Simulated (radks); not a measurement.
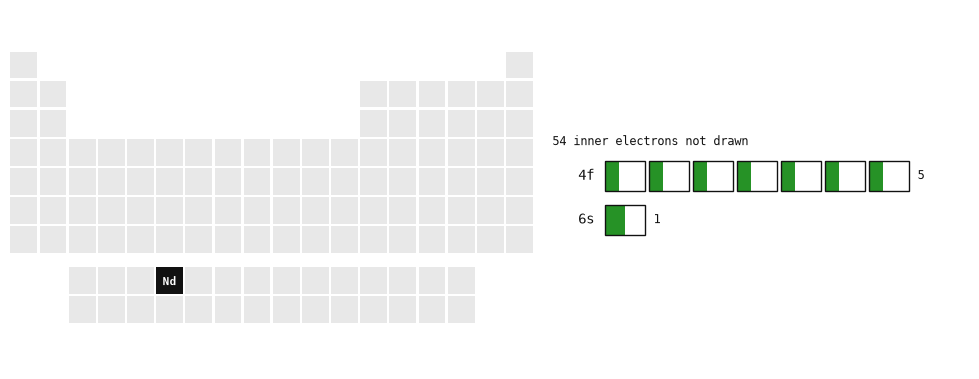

Fig. 1: Left, the place of neodymium in the periodic table; right, the outer shells as the input fills them: a box for each of the 2l + 1 orbitals, shaded by the share of the shell that is filled, with the electron count at the right.

Run report: Nd, atomic calculation

- system: Nd, configuration [Xe] 4f5 6s1.
- method: Dirac Kohn-Sham, PBE, spin-unpolarised, spherical densities, finite nucleus (radks)

Input file:
```
Z 60
configuration [Xe] 4f5 6s1
relativity Dirac
functional pbe,pbe
spin unpolarised
j_filling average
nucleus finite rms 4.9123 fm
c 137.035999084
```

Energies in input and log are in hartree, lengths in bohr (the nuclear radius in fm).

Hardware: 1 CPU thread, shared host.

The program's output:
```
1s1/2   1   2.0000       -1593.29125449
2s1/2   1   2.0000        -257.53177994
2p1/2   1   2.0000        -243.64855489
2p3/2   1   4.0000        -224.53602326
3s1/2   1   2.0000         -55.80286306
3p1/2   1   2.0000         -49.87179971
3p3/2   1   4.0000         -46.05601595
3d3/2   1   4.0000         -35.72539245
3d5/2   1   6.0000         -34.90048603
4s1/2   1   2.0000         -11.03293157
4p1/2   1   2.0000          -8.79507072
4p3/2   1   4.0000          -7.96937143
4d3/2   1   4.0000          -4.29278386
4d5/2   1   6.0000          -4.14718488
4f5/2   1   2.1429          -0.01965891
4f7/2   1   2.8571          -0.00641826
5s1/2   1   2.0000          -1.45335047
5p1/2   1   2.0000          -0.86728442
5p3/2   1   4.0000          -0.76051529
6s1/2   1   1.0000          -0.14862254
Etot -9629.235562339609
Ekin 10383.079256853129
Encl -23529.58995342247
Eh 3740.4848551487476
Exc -223.20972091901547
err 0.012196593135876633
it 170
```

What the run reported:

```
                   quantity                value
                    outcome        not converged
               total energy   −9629.2356 hartree
             kinetic energy   10383.0793 hartree
    electron–nucleus energy  −23529.5900 hartree
             Hartree energy    3740.4849 hartree
exchange–correlation energy  −223.209721 hartree
             SCF iterations                  170
                  wall time                1.6 s
```

Diagnosis:

The run did not meet its convergence test in 170 iterations, so its last values are not results.
